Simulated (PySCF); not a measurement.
**HBr (hydrogen bromide): PBE/def2-TZVP**

Aim: the vertical ionisation energy of HBr (hydrogen bromide) at PBE/def2-TZVP, from 2 runs. 

The calculation is run with PySCF 2.14.0.

## Step 1: The structure to begin with

HBr has 2 atoms, charge 0, and is taken as a singlet. As SMILES, `Br`. The coordinates come from a GFN2-xTB relaxation.

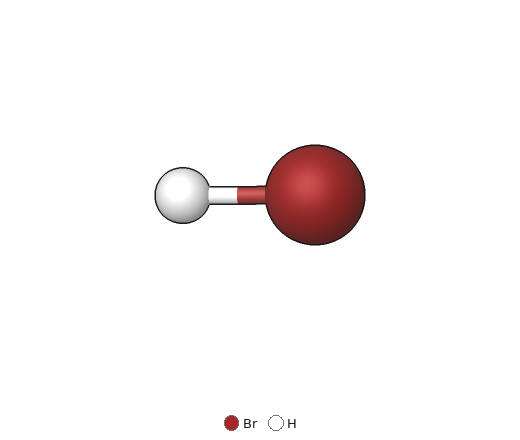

The structure, seen from a chosen angle (bromine red, hydrogen white).

## Step 2: A single-point energy at PBE/def2-TZVP

Contents of start.xyz:

```xyz
2

Br    -0.594900     0.214950    -0.300840
H      0.594900    -0.214950     0.300840
```

Contents of job.py:

```python
from pyscf import gto, dft

mol = gto.M(
    atom='start.xyz',
    max_memory=1860,
    spin=0,
    verbose=3,
    basis='def2-tzvp',
)

calc0 = dft.RKS(mol)
calc0.xc = 'pbe'
calc0.conv_tol = 1e-10
calc0.grids.level = 4
calc0.kernel()
if not calc0.converged:
    calc0 = calc0.newton().run(calc0.mo_coeff, calc0.mo_occ)

etot = calc0.e_tot
print(f'total energy: {etot:.8f} hartree')
```

Launch:

```console
OMP_NUM_THREADS=1 python job.py
```

Log:

```text
converged SCF energy = -2574.36732063613
total energy: -2574.36732064 hartree
```

Wall time 1.9 s (1 thread of Intel Xeon Platinum 8375C at 2.90GHz (Ice Lake), shared host); peak memory 0.21 GiB.

## Step 3: The doublet cation

Contents of calc.py:

```python
from pyscf import gto, dft

mol = gto.M(
    atom='''
Br      -0.594900       0.214950      -0.300840
H        0.594900      -0.214950       0.300840
''',
    verbose=4,
    charge=1,
    max_memory=1860,
    basis='def2-tzvp',
    spin=1,
)

mf = dft.UKS(mol)
mf.xc = 'pbe'
mf.grids.level = 4
mf.conv_tol = 1e-10
mf.kernel()
if not mf.converged:
    mf = mf.newton().run(mf.mo_coeff, mf.mo_occ)

e_tot = mf.e_tot
print('E = %.10f Eh' % e_tot)
```

Launch:

```console
OMP_NUM_THREADS=1 python calc.py
```

Log:

```text
PySCF version 2.14.0

[INPUT] num. atoms = 2
[INPUT] num. electrons = 35
[INPUT] charge = 1
[INPUT] spin (= nelec alpha-beta = 2S) = 1
[INPUT] symmetry False subgroup None
[INPUT] Mole.unit = angstrom
[INPUT] Symbol           X                Y                Z      unit          X                Y                Z       unit  Magmom
[INPUT]  1 Br    -0.594900000000   0.214950000000  -0.300840000000 AA   -1.124198071504   0.406196630475  -0.568505207314 Bohr   0.0
[INPUT]  2 H      0.594900000000  -0.214950000000   0.300840000000 AA    1.124198071504  -0.406196630475   0.568505207314 Bohr   0.0

nuclear repulsion = 13.2211464727622
number of shells = 20
number of NR pGTOs = 111
number of NR cGTOs = 54
basis = def2-tzvp
ecp = {}

******** <class 'pyscf.dft.uks.UKS'> ********
method = UKS
initial guess = minao
damping factor = 0
level_shift factor = 0
DIIS = <class 'pyscf.scf.diis.CDIIS'>
diis_start_cycle = 1
diis_space = 8
diis_damp = 0
SCF conv_tol = 1e-10
SCF conv_tol_grad = None
SCF max_cycles = 50
direct_scf = True
direct_scf_tol = 1e-13
number electrons alpha = 18  beta = 17
XC library pyscf.dft.libxc version 7.0.0
    S. Lehtola, C. Steigemann, M. J.T. Oliveira, and M. A.L. Marques.,  SoftwareX 7, 1–5 (2018)
XC functionals = pbe
    J. P. Perdew, K. Burke, and M. Ernzerhof.,  Phys. Rev. Lett. 77, 3865 (1996)
    J. P. Perdew, K. Burke, and M. Ernzerhof.,  Phys. Rev. Lett. 78, 1396 (1997)
    J. P. Perdew, K. Burke, and M. Ernzerhof.,  Phys. Rev. Lett. 77, 3865 (1996)
    J. P. Perdew, K. Burke, and M. Ernzerhof.,  Phys. Rev. Lett. 78, 1396 (1997)
radial grids:
    Treutler-Ahlrichs [JCP 102, 346 (1995); DOI:10.1063/1.469408] (M4) radial grids

becke partition: Becke, JCP 88, 2547 (1988); DOI:10.1063/1.454033
pruning grids: <function nwchem_prune>
grids dens level: 4
symmetrized grids: False
atomic radii adjust function: <function treutler_atomic_radii_adjust>
small_rho_cutoff = 0
Set gradient conv threshold to 1e-05
tot grids = 45896
init E= -2573.31016084503
[... the frontier-level lines of each cycle are left out ...]


cycle= 1 E= -2573.89710998522  delta_E= -0.587  |g|= 0.386  |ddm|= 0.939



cycle= 2 E= -2573.9007941271  delta_E= -0.00368  |g|= 0.408  |ddm|=  1.1
cycle= 3 E= -2573.93398400908  delta_E= -0.0332  |g|= 0.0673  |ddm|= 1.01
cycle= 4 E= -2573.9362172119  delta_E= -0.00223  |g|= 0.0265  |ddm|= 0.0427
cycle= 5 E= -2573.93656493142  delta_E= -0.000348  |g|= 0.0115  |ddm|= 0.0245
cycle= 6 E= -2573.93664472395  delta_E= -7.98e-05  |g|= 0.0026  |ddm|= 0.0111
cycle= 7 E= -2573.93664913569  delta_E= -4.41e-06  |g|= 0.0002  |ddm|= 0.0026
cycle= 8 E= -2573.93664916254  delta_E= -2.69e-08  |g|= 1.71e-05  |ddm|= 0.000214
cycle= 9 E= -2573.93664916274  delta_E= -1.97e-10  |g|= 6.37e-06  |ddm|= 2.9e-05
cycle= 10 E= -2573.93664916275  delta_E= -1.32e-11  |g|= 1.09e-06  |ddm|= 8.66e-06
Extra cycle  E= -2573.93664916277  delta_E= -1.36e-11  |g|= 4.79e-07  |ddm|= 1.6e-06
converged SCF energy = -2573.93664916277  <S^2> = 0.75250855  2S+1 = 2.002507
E = -2573.9366491628 Eh
```

It took 2.7 s on 1 thread of Intel Xeon Platinum 8375C at 2.90GHz (Ice Lake), shared host; peak memory 0.22 GiB.

## Step 4: Summary of results

At PBE/def2-TZVP:

| quantity | value |
| --- | --- |
| singlet HBr: total energy | -2574.36732 Eh |
| singlet HBr: dipole moment | 0.90 D |
| singlet HBr: HOMO energy | -7.42 eV |
| singlet HBr: LUMO energy | -0.99 eV |
| singlet HBr: HOMO–LUMO gap | 6.43 eV |
| doublet cation: total energy | -2573.93665 Eh |
| doublet cation: HOMO energy (highest over α and β) | -16.26 eV |
| doublet cation: LUMO energy (lowest over α and β) | -16.02 eV |
| doublet cation: ⟨S²⟩ | 0.753 |
| vertical ionisation energy (to the doublet cation) | 11.719 eV |

In words: The vertical ionisation energy comes to 11.72 eV (270 kcal/mol). −ε(HOMO) before ionisation, 7.42 eV, is 4.30 eV below this ionisation energy.
